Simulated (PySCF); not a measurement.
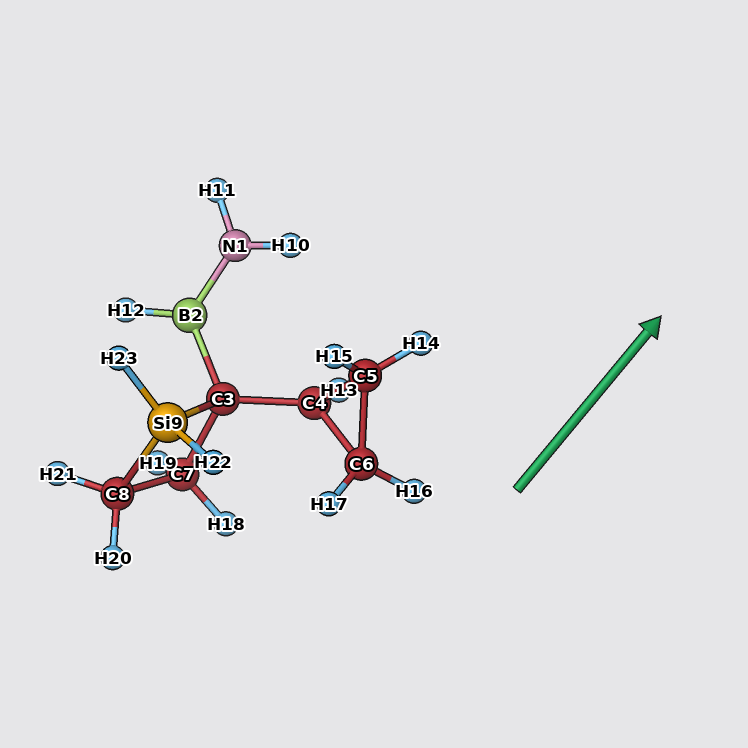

The arrow beside the molecule shows the direction of the dipole moment, from the negative to the positive end (its length means nothing). The geometry was computed by an optimisation with GFN2-xTB. No frequency run is at hand to confirm it as a minimum. Properties computed with PBE0/pcSseg-1, gas phase (PySCF 2.14.0).

Question: Estimate the dipole moment.

Answer: 1.57 D; it points from the side of H20 to the side of H10, H11, H14 (the outermost atoms at the two ends).

The geometry is semi-empirical. Around B, Si such bond lengths and angles can be off by a tenth of an ångström or more and by several degrees, and values that hang on the shape move with them.
